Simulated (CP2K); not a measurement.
**AlCNClOF (SMILES O=C=[N][Al]([F])[Cl]) at GFN2-xTB**

Aim: the vertical ionisation energy of AlCNClOF at GFN2-xTB, from 2 runs. 

The calculation is run with CP2K 2026.2.

13 further runs of the same task are left out: 10 that didn't finish, 3 set aside as unsound or not needed.

**1. The molecule**

AlCNClOF: 6 atoms, total charge 0, spin state singlet. SMILES: `O=C=[N][Al]([F])[Cl]`. The shape is that of a PBE0-D4/def2-TZVP optimisation. This is one conformer, not always the lowest.

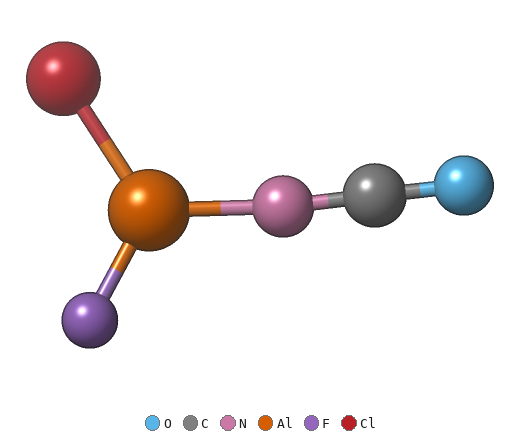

The structure, seen from a chosen angle (oxygen blue, carbon grey, nitrogen pink, aluminium orange, fluorine purple, chlorine red).

**2. A single-point energy at GFN2-xTB**

calc.inp

```
&GLOBAL
 PROJECT calc
 RUN_TYPE ENERGY
 PRINT_LEVEL MEDIUM
&END GLOBAL

&FORCE_EVAL
 METHOD QS
 &DFT
  &QS
   METHOD XTB
   EPS_DEFAULT 1.0E-10
   &XTB
    GFN_TYPE TBLITE
    &TBLITE
     METHOD GFN2
    &END TBLITE
    CHECK_ATOMIC_CHARGES F
   &END XTB
  &END QS
  &POISSON
   PERIODIC NONE
   POISSON_SOLVER ANALYTIC
  &END POISSON
  &SCF
   SCF_GUESS ATOMIC
   EPS_SCF 1.0E-06
   MAX_SCF 150
   ADDED_MOS 8
   &DIAGONALIZATION
    ALGORITHM STANDARD
   &END DIAGONALIZATION
   &MIXING
    METHOD DIRECT_P_MIXING
    ALPHA 0.4
   &END MIXING
   &SMEAR ON
    METHOD FERMI_DIRAC
    ELECTRONIC_TEMPERATURE [K] 300
   &END SMEAR
  &END SCF
  &PRINT
   &MOMENTS
    PERIODIC F
    REFERENCE COM
    MAX_MOMENT 1
   &END MOMENTS
   &MO ON
    ENERGIES T
    OCCUPATION_NUMBERS T
    NDIGITS 6
    &EACH
     QS_SCF 0
    &END EACH
    ADD_LAST NUMERIC
   &END MO
   &HIRSHFELD OFF
   &END HIRSHFELD
  &END PRINT
 &END DFT
 &SUBSYS
  &CELL
   ABC 13.1 13.2 14.1
   PERIODIC NONE
  &END CELL
  &COORD
   UNIT bohr
   O     -3.2616673    -0.5693745     4.4482263
   C     -1.9549217    -0.4624160     2.6864347
   N     -0.6073580    -0.3709532     0.8726755
   Al     1.3129817     0.0625499    -1.7638704
   F      2.6063103    -2.3965507    -3.1036862
   Cl     1.9842124     3.6158020    -3.2272743
  &END COORD
  &TOPOLOGY
   &CENTER_COORDINATES
   &END CENTER_COORDINATES
  &END TOPOLOGY
 &END SUBSYS
&END FORCE_EVAL
```

On the command line:

```
$ OMP_NUM_THREADS=1 cp2k.psmp -i calc.inp > calc.out 2>&1
```

The program printed:

```text
CP2K| version string:                                       CP2K version 2026.2
[...]
 GLOBAL| Method name                                                        CP2K
[...]
 GLOBAL| Run type                                                         ENERGY
[...]
                             - Atoms:                                          6
[...]
                             - Spherical basis functions:                     34
[...]
 Number of electrons:                                                         32
[...]
  *** SCF run converged in    20 steps ***
[...]
  Fermi energy:                                                -0.32698677691863
[...]
 TB_DIPOLE| Moment [Debye]          0.26258073       0.66129912      -0.45427684
 TB_DIPOLE| Derivative [a.u.]       0.00000000       0.00000000       0.00000000
[...]
 ENERGY| Total FORCE_EVAL ( QS ) energy [hartree]            -19.684840989478662
[...]
```

Run time: 0.24 s. Hardware: 1 thread of Arm Neoverse V2, shared host.

**3. The doublet cation, same level**

molecule.inp

```
&GLOBAL
  PROJECT molecule
  RUN_TYPE ENERGY
  PRINT_LEVEL MEDIUM
&END GLOBAL

&FORCE_EVAL
  METHOD Quickstep
  &DFT
    CHARGE 1
    MULTIPLICITY 2
    UKS T
    # Quickstep
    &QS
      METHOD XTB
      EPS_DEFAULT 1.0E-10
      &XTB
        GFN_TYPE TBLITE
        &TBLITE
          METHOD GFN2
        &END TBLITE
        CHECK_ATOMIC_CHARGES F
      &END XTB
    &END QS
    # no periodic images
    &POISSON
      PERIODIC NONE
      POISSON_SOLVER ANALYTIC
    &END POISSON
    &SCF
      SCF_GUESS ATOMIC
      EPS_SCF 1.0E-06
      MAX_SCF 150
      ADDED_MOS 8
      &DIAGONALIZATION
        ALGORITHM STANDARD
      &END DIAGONALIZATION
      &MIXING
        METHOD DIRECT_P_MIXING
        ALPHA 0.4
      &END MIXING
      &SMEAR ON
        METHOD FERMI_DIRAC
        ELECTRONIC_TEMPERATURE [K] 300
        FIXED_MAGNETIC_MOMENT 1.0
      &END SMEAR
    &END SCF
    # extra output
    &PRINT
      &MOMENTS
        PERIODIC F
        REFERENCE COM
        MAX_MOMENT 1
      &END MOMENTS
      &MO ON
        ENERGIES T
        OCCUPATION_NUMBERS T
        NDIGITS 6
        &EACH
          QS_SCF 0
        &END EACH
        ADD_LAST NUMERIC
      &END MO
      &HIRSHFELD OFF
      &END HIRSHFELD
    &END PRINT
  &END DFT
  # structure
  &SUBSYS
    # box in angstrom
    &CELL
      ABC 13.1 13.2 14.1
      PERIODIC NONE
    &END CELL
    &COORD
      UNIT bohr
      O     -3.2616673    -0.5693745     4.4482263
      C     -1.9549217    -0.4624160     2.6864347
      N     -0.6073580    -0.3709532     0.8726755
      Al     1.3129817     0.0625499    -1.7638704
      F      2.6063103    -2.3965507    -3.1036862
      Cl     1.9842124     3.6158020    -3.2272743
    &END COORD
    &TOPOLOGY
      &CENTER_COORDINATES
      &END CENTER_COORDINATES
    &END TOPOLOGY
  &END SUBSYS
&END FORCE_EVAL
```

On the command line:

```
$ OMP_NUM_THREADS=1 cp2k.psmp -i molecule.inp -o molecule.out
```

The program printed:

```text
CP2K| version string:                                       CP2K version 2026.2
[...]
 GLOBAL| Method name                                                        CP2K
[...]
 GLOBAL| Run type                                                         ENERGY
[...]
                             - Atoms:                                          6
[...]
                             - Spherical basis functions:                     34
[...]
 Number of electrons:                                                         16
[...]
  *** SCF run converged in    31 steps ***
[...]
  Fermi energy:                                                -0.61452136469481
[...]
 TB_DIPOLE| Moment [Debye]         -0.46782650       1.88147645       0.32746180
 TB_DIPOLE| Derivative [a.u.]       0.00000000       0.00000000       0.00000000
[...]
 ENERGY| Total FORCE_EVAL ( QS ) energy [hartree]            -19.110743100325998
[...]
```

It took 0.26 s on 1 thread of Arm Neoverse V2, shared host.

**4. Outcome**

At GFN2-xTB:

| quantity | value |
| --- | --- |
| singlet AlCNClOF: total energy | -19.68484 Eh |
| singlet AlCNClOF: dipole moment (from atomic charges alone) | 0.84 D |
| singlet AlCNClOF: HOMO energy | -12.56 eV |
| singlet AlCNClOF: LUMO energy | -8.02 eV |
| singlet AlCNClOF: HOMO–LUMO gap | 4.54 eV |
| singlet AlCNClOF: dispersion energy | -9.75 kJ/mol |
| doublet cation: total energy | -19.11074 Eh |
| doublet cation: HOMO energy (highest over α and β) | -18.80 eV |
| doublet cation: LUMO energy (lowest over α and β) | -18.69 eV |
| doublet cation: dispersion energy | -8.87 kJ/mol |
| vertical ionisation energy (to the doublet cation) | 15.622 eV |

**Reading.** Removing an electron at fixed nuclei costs 15.62 eV (360 kcal/mol). No empirical shift is applied, and without it xTB methods put this difference several eV too high. The dipole (singlet AlCNClOF) comes from point charges on the atoms alone, without atomic dipoles, so it is partial.
